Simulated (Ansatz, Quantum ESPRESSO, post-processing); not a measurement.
# The work function of Ba(110), 5 layers, level by level, part 5 of 6

How much energy does it take to lift an electron out of Ba(110), 5 layers, and how far do the settings matter?

Quantum ESPRESSO 7.5; plane-wave DFT, PBE, GBRV ultrasoft pseudopotentials; cross-check by Ansatz 0.2.0 with PAW datasets.

So far. Step 14 (Electrostatic potential): The upper face goes from 2.407 eV (PBE, GBRV) to 2.414 eV, a change of +0.007 eV.

## Step 15: Cross-check with Ansatz

As a check, the same structure is run in Ansatz.

Level of this step: plane-wave DFT, PBE, Ansatz PAW (Ansatz 0.2.0).

Input file input.yaml:

```yaml
crystal:
  lattice:
    - [3.5496760416, -2.51, 0.0]
    - [3.5496760416, 2.51, 0.0]
    - [0.0, 0.0, 30.1987041662]
  atoms:
    - { symbol: Ba, position: [0.0, 0.0, 0.2655041377] }
    - { symbol: Ba, position: [0.5, 0.5, 0.3817872955] }
    - { symbol: Ba, position: [0.0, 0.0, 0.5] }
    - { symbol: Ba, position: [0.5, 0.5, 0.6182127045] }
    - { symbol: Ba, position: [0.0, 0.0, 0.7344958623] }
kpoints:
  mp_grid: { grid: [8, 8, 1] }
hamiltonian:
  xc: pbe
scf:
  occupations: { method: fermi_dirac, width: 0.1 }
  convergence: { dr2_threshold: 1.0e-08 }
efield:
  axis: 3
  dipole_correction: true
  ramp_position: 0.97
  ramp_width: 0.04
output:
  write_potential: true
  write_density: true
  volumetric_format: npy
```

Run with:

```sh
> ansatz run input.yaml --threads 4 --pin off --max-ram 8192MiB --backend cpu --events-out ev --progress --plain --runs-dir out
```

Numbers of over 12 decimals in the logs are rounded to 6 here.

The program printed:

```text
Engine: ansatz 0.2.0, aarch64-unknown-linux-gnu
Pseudopotentials: kind: paw
Pseudopotential: Ba, paw, valence charge 10, recommended cutoff 420 eV (normal), Ba.paw.azcp
Functional definition: PBE
  parameter kappa = 0.804
  parameter beta = 0.066725
  exchange = pbe_x(kappa = kappa, mu = beta*pi^2/3)
  correlation = pbe_c(beta = beta)
Crystal: 5 atoms, lattice volume = 538.122 Å³
Basis set: ecut = 420 eV, 10547 PW (Γ)
Bands: 30, of which v1, the nominal top of the filled ones, is band 25 counted from 1 (24 counted from 0)
Symmetry: 4 space group operations
k-points: 21 of 64
Non-local potential: Ba, projectors of the file, l = 0: 3, l = 1: 2, l = 2: 2, l = 3: 2
PAW form: soft (Blöchl's): semilocal exchange-correlation on the pseudo side does not see the compensation charge
PAW one-centre angular grid: Ba, 194 points (default); XC on 64 Gauss nodes
Initial density: superposition of atomic densities (neutral atoms: chi_scale 0, normalization atom), corrected by the library's trained network
Initial wavefunctions: pseudopotential atomic-orbital guess
Functional: x = pbe(κ = 0.804, μ = 0.219515), c = pbe(β = 0.066725)
SCF iter   1: F=—  HF=-29747.114749 eV  |F-HF|=—  |Δ(HF+E_count)|=         —  Δρ=9.85e-4  dr2=1.65e-2  ethr=1.77e-3  p=0.002 e·Å  D=6.44e-4 V/Å  ΔV_dip=-0.02 eV  dr2_dipole=3.70e-3  V_vac-E_F(+/−)=2.57/2.59 eV  ⟨swp⟩=14.3  Hψ=9745  notcnv=0
efield: sawtooth ramp at fractional position 0.9700 (set: `efield.ramp_position`, or a place that a band, a saddle search or an elastic batch's reference lends), width 0.0400; the density the first Hamiltonian is built on has a dipole p = 0.002 e·Å; the dipole correction subtracts the counter field D = 6.44e-4 V/Å, which shifts the + side's vacuum level by -0.02 eV against the − side's; the planar-averaged density in the ramp window peaks in size at 6.3e-5 e/Å³
automatic band count: the SCF goes on with 35 bands, as 30 were too few: the levels above may hold too much charge
preconditioner: auto → LDOS  [metal: Δε(μ)=0.010 eV  Ē_g=1.541 eV  σ=0.100 eV  W_gap=0.03  n_scr=62 (ndim 8)  ℏωp=5.1 eV  f_vac=0.358  D(μ)=6.93/eV (n_scr^D=14)  β→1.0]
SCF iter   2: F=—  HF=-29747.116146 eV  |F-HF|=—  |Δ(HF+E_count)|=   1.40e-3  Δρ=3.56e-4  dr2=2.51e-3  ethr=3.30e-5  p=-0.000 e·Å  D=-6.52e-6 V/Å  ΔV_dip=0.00 eV  dr2_dipole=2.25e-5  V_vac-E_F(+/−)=2.50/2.50 eV  ⟨swp⟩=2.7  Hψ=1409  notcnv=0
SCF iter   3: F=—  HF=-29747.116444 eV  |F-HF|=—  |Δ(HF+E_count)|=   2.98e-4  Δρ=1.52e-4  dr2=4.87e-4  ethr=5.02e-6  p=0.000 e·Å  D=2.09e-5 V/Å  ΔV_dip=-0.00 eV  dr2_dipole=1.46e-6  V_vac-E_F(+/−)=2.46/2.46 eV  ⟨swp⟩=2.1  Hψ=1174  notcnv=0
SCF iter   4: F=—  HF=-29747.116451 eV  |F-HF|=—  |Δ(HF+E_count)|=   6.59e-6  Δρ=5.24e-5  dr2=7.19e-5  ethr=9.75e-7  p=0.000 e·Å  D=1.20e-5 V/Å  ΔV_dip=-0.00 eV  dr2_dipole=2.46e-9  V_vac-E_F(+/−)=2.45/2.45 eV  ⟨swp⟩=2.1  Hψ=1215  notcnv=0
SCF iter   5: F=—  HF=-29747.116451 eV  |F-HF|=—  |Δ(HF+E_count)|=   2.21e-7  Δρ=1.47e-5  dr2=2.40e-6  ethr=1.44e-7  p=0.000 e·Å  D=1.48e-5 V/Å  ΔV_dip=-0.00 eV  dr2_dipole=1.27e-8  V_vac-E_F(+/−)=2.44/2.44 eV  ⟨swp⟩=2.1  Hψ=1231  notcnv=0
SCF iter   6: F=—  HF=-29747.116492 eV  |F-HF|=—  |Δ(HF+E_count)|=   4.12e-5  Δρ=3.79e-6  dr2=5.18e-7  ethr=4.79e-9  p=0.000 e·Å  D=1.51e-5 V/Å  ΔV_dip=-0.00 eV  dr2_dipole=4.76e-11  V_vac-E_F(+/−)=2.44/2.44 eV  ⟨swp⟩=2.3  Hψ=1276  notcnv=0
SCF iter   7: F=—  HF=-29747.116493 eV  |F-HF|=—  |Δ(HF+E_count)|=   1.04e-7  Δρ=1.54e-6  dr2=3.72e-8  ethr=1.04e-9  p=0.000 e·Å  D=1.52e-5 V/Å  ΔV_dip=-0.00 eV  dr2_dipole=4.79e-12  V_vac-E_F(+/−)=2.43/2.44 eV  ⟨swp⟩=2.0  Hψ=852  notcnv=0
SCF iter   8: F=-29747.116493 eV  HF=-29747.116493 eV  |F-HF|=1.82e-10  |Δ(HF+E_count)|=   1.13e-9  Δρ=3.96e-7  dr2=1.91e-9  ethr=2.00e-11  p=0.000 e·Å  D=1.52e-5 V/Å  ΔV_dip=-0.00 eV  dr2_dipole=9.92e-12  V_vac-E_F(+/−)=2.43/2.44 eV  ⟨swp⟩=6.0  Hψ=2524  notcnv=0
SCF 1 converged in 8 iterations: F = -29747.116493 eV  dr2 = 1.91e-9
  greatest PAW one-centre occupation: 0.959 electrons in one spin orbital (limit 2), on the Ba atom at site 0 (counted from 0), in its partial waves of l = 0
WARN: The output density's exchange-correlation potential varies sharply where the density is thin. Do not read a vacuum level from v_tot or v_xc, or from such a field of the output density. On a cell that repeats whose density bears no net charge and no dipole along the vacuum's axis use v_es (v_loc + v_h of the components); under efield.dipole_correction with no amplitude use v_es + v_field, which holds any externa [...]
SCF converged after 8 iterations
Free energy (F): -29747.116493 eV
Harris-Foulkes:  -29747.116493 eV  (|F-HF|=1.82e-10)
Internal energy: -29746.874340 eV  (E = F + TS)
E sigma→0 (E₀):  -29746.995416 eV
Entropy (-TS):   -0.242153 eV (-48.431 meV/atom)
Fermi energy:    2.512699 eV
Dipole field:    D = 0.000013 V/Å  (p = 0.000037 e·Å, saw-weighted, corrected)
Work function:   Φ+ = 2.4349 eV   Φ− = 2.4354 eV
Levels:          The Fermi level and band energies are counted from a zero that moves with the ramp; work functions are not
--- Per-component energies (eV) ---
  E_band       = -596.784001
  E_kinetic    = 830.938230
  E_local      = -13231.335317  (includes V_loc(G=0)·N_el)
  E_nonlocal   = 285.424366
  E_hartree    = 6181.708251
  E_xc         = -831.477300
  E_vxc        = -666.421294  (∫ρ·V_xc dr)
  E_paw        = -26129.097223  (= ΣΔE_a)
  E_vpaw       = -178.806238  (= ΣTr[D̂ρ^β])
  E_aug_tail   = -0.000009  (compensation charges beyond the density's cutoff)
  E_efield     = 0.000000  (sawtooth field / dipole correction)
  E_vefield    = -0.000190  (∫n·V_field dr)
  E_ewald      = 3146.964662
  E_smearing   = -0.242153  (= −TS)
  E_closure    = 0.000000  (closes the sum)
  Σ components = -29747.116493   (vs F -29747.116493, Δ=0.00e0)
--- Band table (eV; the first three rows and the last of 21) ---
  k-point 0: bands = [... 21 lower, 0.1752, 0.6457, 1.1691, 1.5130, 2.9373, 2.9453, 3.2045, 3.2859, ... 6 higher]
  k-point 1: bands = [... 21 lower, 0.3779, 0.8394, 1.3651, 1.7240, 2.9710, 2.9731, 3.1962, 3.2519, ... 6 higher]
  k-point 2: bands = [... 21 lower, 0.8943, 1.2943, 1.7843, 2.1989, 2.9101, 2.9991, 3.0455, 3.1315, ... 6 higher]
  k-point 20: bands = [... 21 lower, 1.9433, 2.0115, 2.0426, 2.1579, 2.1875, 2.2806, 2.6966, 3.2502, ... 6 higher]
```

Wall time 27 s (4 threads of Arm Neoverse N1, shared host); peak memory 1 GiB.

Numbers from this step:

```
free energy                     : -29747.1165 eV
energy at zero smearing         : -29746.9954 eV
smearing term TS                : 0.2422 eV
Fermi energy                    : 2.513 eV
symmetry operations             : 4
work function of the upper face : 2.435 eV
work function of the lower face : 2.435 eV
dipole along the normal         : 3.74e-5 e·Å
```

The potential energy (planar mean) oscillates, so the rows of the table below give means over windows of 3.5 Å about each position, cut where the curve ends. Its maxima inside the range that stand out by 2 % of the span (Å: eV): 9.8: 1.42, 13.3: 1.45, 16.9: 1.45, 20.4: 1.42. Its minima: 8.0: -8.43, 11.5: -8.22, 15.1: -8.31, 18.7: -8.22, 22.2: -8.43.

Electrostatic potential energy of an electron, with the sawtooth; zero at the Fermi level. Potential energy against z; means over each step:

| z (Å) | planar mean (eV) | running mean (eV) |
| --- | --- | --- |
| 1.75 | 2.43 | 2.43 |
| 5.25 | 1.73 | 0.928 |
| 8.75 | -3.09 | -3.04 |
| 12.25 | -2.92 | -2.89 |
| 15.75 | -2.96 | -2.91 |
| 19.25 | -2.96 | -2.94 |
| 22.75 | -3.10 | -2.26 |
| 26.25 | 2.35 | 2.17 |
| 29.75 | 2.43 | 2.43 |

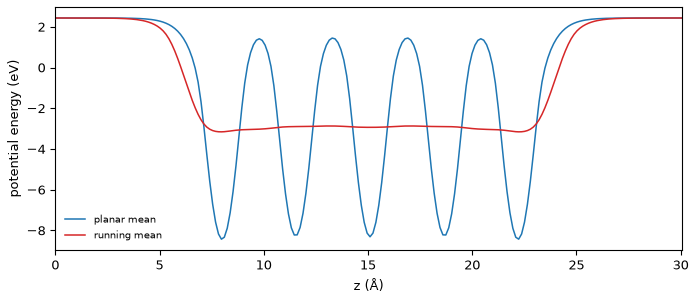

Potential energy against z.

The valence density oscillates, so the rows of the table below give means over windows of 3.57 Å about each position, cut where the curve ends. Its maxima inside the range that stand out by 2 % of the span (Å: e/Å³): 8.0: 0.294, 11.5: 0.291, 15.1: 0.291, 18.7: 0.291, 22.2: 0.294. Its minima: 9.8: 0.0424, 13.3: 0.0399, 16.9: 0.0399, 20.4: 0.0424.

Mean over planes. Table of valence density by z; means over each step:

| z (Å) | valence density (e/Å³) |
| --- | --- |
| 1.78 | 3.4e-5 |
| 5.35 | 0.0165 |
| 8.92 | 0.161 |
| 12.49 | 0.157 |
| 16.06 | 0.157 |
| 19.63 | 0.160 |
| 23.20 | 0.134 |
| 26.77 | 5.7e-4 |

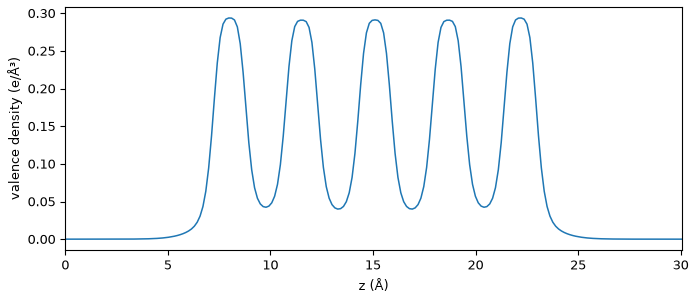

Valence density, plotted against z.

Ansatz gives 2.435 eV against 2.407 eV.

## Step 16: All levels side by side

All levels:

| level | upper face (eV) | lower face (eV) | dipole (e Å) | CPU time (s) |
| --- | --- | --- | --- | --- |
| QE PBE GBRV, periodic | 2.406 | 2.407 | - | 863 |
| QE PBE GBRV, ESM bc1 | 2.407 | 2.407 | - | 2472 |
| QE PBEsol GBRV ultrasoft, periodic | 2.445 | 2.445 | - | 901 |
| QE LDA PseudoDojo norm-conserving, periodic | 2.567 | 2.568 | - | 486.2 |
| QE PW91 GBRV ultrasoft, periodic | 2.414 | 2.414 | - | 938 |
| Ansatz PBE PAW, sawtooth | 2.435 | 2.435 | 3.74e-5 | 104.9 |

The times are CPU seconds on a shared host; the codes use unlike cutoffs, datasets and smearings, so their times compare unlike work.

## Step 17: Self-consistent run, with conv_thr = 1e-06

A sensitivity test on the input.

Level of this step: plane-wave DFT, PBE, GBRV ultrasoft pseudopotentials (Quantum ESPRESSO 7.5).

Input file esm.w0.in:

```
&control
  prefix = 'esm.w0'
  outdir = './out'
  pseudo_dir = './pseudo'
  calculation = 'scf'
  tprnfor = .true.
/
&system
  ibrav = 0
  nat = 5
  ntyp = 1
  ecutwfc = 40
  ecutrho = 200
  occupations = 'smearing'
  smearing = 'mv'
  degauss = 0.02
  assume_isolated = 'esm'
  esm_bc = 'bc1'
/
&electrons
  conv_thr = 1e-06
  mixing_beta = 0.4
  electron_maxstep = 120
  mixing_mode = 'local-TF'
/
ATOMIC_SPECIES
  Ba  137.3270  ba_pbe_v1.uspp.F.UPF
CELL_PARAMETERS angstrom
  3.54967604155647 -2.51000000000000 0.00000000000000
  3.54967604155647 2.51000000000000 0.00000000000000
  0.00000000000000 0.00000000000000 30.19870416622587
ATOMIC_POSITIONS crystal
  Ba  0.000000000000 0.000000000000 -0.234495862300
  Ba  0.500000000000 0.500000000000 -0.118212704500
  Ba  0.000000000000 0.000000000000 0.000000000000
  Ba  0.500000000000 0.500000000000 0.118212704500
  Ba  0.000000000000 0.000000000000 0.234495862300
K_POINTS automatic
  8 8 1 0 0 0
```

Run with:

```sh
> OMP_NUM_THREADS=1 mpirun -n 4 pw.x -nk 4 -in esm.w0.in > esm.w0.out
```

The program printed:

```text
[banner, memory and clock lines left out]
Program PWSCF v.7.5 starts
[citation notice left out]

[...]
Message from routine setup:
[...]
bravais-lattice index     =            0
     lattice parameter (alat)  =       8.2155  a.u.
     unit-cell volume          =    3631.4272 (a.u.)^3
     number of atoms/cell      =            5
     number of atomic types    =            1
     number of electrons       =        50.00
     number of Kohn-Sham states=           30
     kinetic-energy cutoff     =      40.0000  Ry
     charge density cutoff     =     200.0000  Ry
     scf convergence threshold =      1.0E-06
     mixing beta               =       0.4000
     number of iterations used =            8  local-TF  mixing
     Exchange-correlation= SLA  PW   PBE  PBE
                           (   1   4   3   4   0   0   0)

     Effective Screening Medium Method
     Boundary Conditions: Vacuum-Slab-Vacuum
     total charge in unit cell        =   0.0000
     grid points for fit at edges     =        4

[...]
PseudoPot. # 1 for Ba read from file:
     ./pseudo/ba_pbe_v1.uspp.F.UPF
     Pseudo is Ultrasoft + core correction, Zval = 10.0
     Generated by new atomic code, or converted to UPF format
     Using radial grid of  907 points,  7 beta functions with:
                l(1) =   0
                l(2) =   0
                l(3) =   1
                l(4) =   1
                l(5) =   2
                l(6) =   2
                l(7) =   3
     Q(r) pseudized with  6 coefficients,  rinner =    1.700   1.700   1.700
                                                       1.700   1.700   1.700
                                                       1.700

     atomic species   valence    mass     pseudopotential
     Ba               10.00   137.32700     Ba( 1.00)

      8 Sym. Ops., with inversion, found

[...]
number of k points=    21  Marzari-Vanderbilt smearing, width (Ry)=  0.0200
[...]
Dense  grid:   173715 G-vectors     FFT dimensions: (  40,  40, 270)

     Smooth grid:   124133 G-vectors     FFT dimensions: (  36,  36, 240)

     Check: negative core charge=   -0.000001

     Initial potential from superposition of free atoms

     starting charge      49.9250, renormalised to      50.0000

     negative rho (up, down):  4.724E-01 0.000E+00
     Starting wfcs are   65 randomized atomic wfcs

     per-process dynamical memory:   158.3 Mb

     Self-consistent Calculation

     iteration #  1     ecut=    40.00 Ry     beta= 0.40
     Davidson diagonalization with overlap
     ethr =  1.00E-02,  avg # of iterations =  1.0

     negative rho (up, down):  4.612E-01 0.000E+00

     total energy              =    -351.33498810 Ry
     estimated scf accuracy    <       0.77484709 Ry

     iteration #  2     ecut=    40.00 Ry     beta= 0.40
[...]
negative rho (up, down):  4.177E-01 0.000E+00

[...]
total energy              =    -351.26337035 Ry
     estimated scf accuracy    <       0.57546316 Ry

     iteration #  3     ecut=    40.00 Ry     beta= 0.40
[...]
negative rho (up, down):  4.254E-01 0.000E+00

[...]
total energy              =    -351.25924756 Ry
     estimated scf accuracy    <       0.10691488 Ry

     iteration #  4     ecut=    40.00 Ry     beta= 0.40
[...]
c_bands:  3 eigenvalues not converged
     c_bands:  4 eigenvalues not converged
     c_bands:  2 eigenvalues not converged
     c_bands:  3 eigenvalues not converged
[...]
negative rho (up, down):  4.541E-01 0.000E+00

[...]
total energy              =    -351.24205018 Ry
     estimated scf accuracy    <       1.37844215 Ry

     iteration #  5     ecut=    40.00 Ry     beta= 0.40
[...]
negative rho (up, down):  4.579E-01 0.000E+00

[...]
total energy              =    -351.34461820 Ry
     estimated scf accuracy    <       0.07541664 Ry

     iteration #  6     ecut=    40.00 Ry     beta= 0.40
[...]
negative rho (up, down):  4.467E-01 0.000E+00

[...]
total energy              =    -351.34446103 Ry
     estimated scf accuracy    <       0.10218108 Ry

[...]
iteration # 39     ecut=    40.00 Ry     beta= 0.40
[...]
c_bands:  3 eigenvalues not converged
     c_bands:  1 eigenvalues not converged
[...]
negative rho (up, down):  4.409E-01 0.000E+00

[...]
total energy              =    -351.34089044 Ry
     estimated scf accuracy    <       0.00002141 Ry

     iteration # 40     ecut=    40.00 Ry     beta= 0.40
[...]
negative rho (up, down):  4.411E-01 0.000E+00

[...]
total energy              =    -351.34087771 Ry
     estimated scf accuracy    <       0.00000598 Ry

     iteration # 41     ecut=    40.00 Ry     beta= 0.40
[...]
negative rho (up, down):  4.411E-01 0.000E+00

[...]
total energy              =    -351.34087694 Ry
     estimated scf accuracy    <       0.00000115 Ry

     iteration # 42     ecut=    40.00 Ry     beta= 0.40
[...]
c_bands:  2 eigenvalues not converged
[...]
negative rho (up, down):  4.411E-01 0.000E+00

[...]
End of self-consistent calculation

          k = 0.0000 0.0000 0.0000 ( 15567 PWs)   bands (ev):

   -31.6612 -31.6612 -31.2994 -31.2352 -31.2320 -16.9387 -16.9362 -16.6532
   -16.6531 -16.6100 -16.5977 -16.5977 -16.4130 -16.3638 -16.2942 -16.2769
   -16.2669 -16.2489 -16.2071 -16.2071  -5.0415  -4.7381  -4.2669  -3.7420
    -3.3925  -1.9908  -1.9856  -1.7007  -1.6220  -1.3753

          k = 0.0765 0.1083 0.0000 ( 15556 PWs)   bands (ev):

   -31.6582 -31.6582 -31.2958 -31.2322 -31.2294 -16.9302 -16.9288 -16.6921
   -16.6893 -16.6167 -16.6162 -16.5951 -16.4379 -16.3628 -16.3252 -16.2965
   -16.2772 -16.2741 -16.2274 -16.2252  -4.8297  -4.5355  -4.0733  -3.5462
    -3.1816  -1.9535  -1.9518  -1.7085  -1.6531  -1.4783

[...]
the Fermi energy is    -2.4063 ev

!    total energy              =    -351.34088510 Ry
     estimated scf accuracy    <       0.00000020 Ry
     smearing contrib. (-TS)   =       0.00275986 Ry
     internal energy E=F+TS    =    -351.34364496 Ry

     The total energy is F=E-TS. E is the sum of the following terms:
     one-electron contribution =    5370.14449494 Ry
     hartree contribution      =   -2689.83165538 Ry
     xc contribution           =    -137.95215430 Ry
     ewald contribution        =   -2893.70433022 Ry

     convergence has been achieved in  42 iterations

     negative rho (up, down):  4.411E-01 0.000E+00

     Forces acting on atoms (cartesian axes, Ry/au):

     atom    1 type  1   force =     0.00000000    0.00000000    0.00112592
     atom    2 type  1   force =     0.00000000    0.00000000   -0.00085084
     atom    3 type  1   force =     0.00000000    0.00000000    0.00000000
     atom    4 type  1   force =     0.00000000    0.00000000    0.00085084
     atom    5 type  1   force =     0.00000000    0.00000000   -0.00112592

     Total force =     0.001996     Total SCF correction =     0.001198
     SCF correction compared to forces is large: reduce conv_thr to get better values

[...]
```

Wall time 9.5 min (4 MPI ranks); peak memory 1.7 GiB.

Beside the run it was changed from:

| quantity | this run | unchanged run | difference |
| --- | --- | --- | --- |
| vacuum line at the upper end of the cell, over the Fermi level (eV) | 2.406 | 2.407 | -0.0012 |
| vacuum line at the lower end of the cell, over the Fermi level (eV) | 2.406 | 2.407 | -0.0012 |
| free energy (eV) | -4780.236 | -4780.236 | 3.4e-5 |
| wall time (s) | 571 | 618 |  |
| SCF iterations | 42 | 45 |  |

The free energy moves by +0.0069 meV an atom.

Levels move by up to 1 meV, which is small.

[end of part 5 of 6]

[Logs are printed without paths, hosts, clocks, repeated set-up lines and the standing remarks that a program may print on its own settings, such as how far it seeks lower states.]

[Hosts, paths, dates, database ids (printed as entryN), source tags and the programs' standing remarks are cut or masked in the printed files.]

[Maps of the electrostatic potential energy from Ansatz leave out the sawtooth potential of an applied field or a dipole correction, so their vacuum need not be flat; planar profiles and work functions include it.]
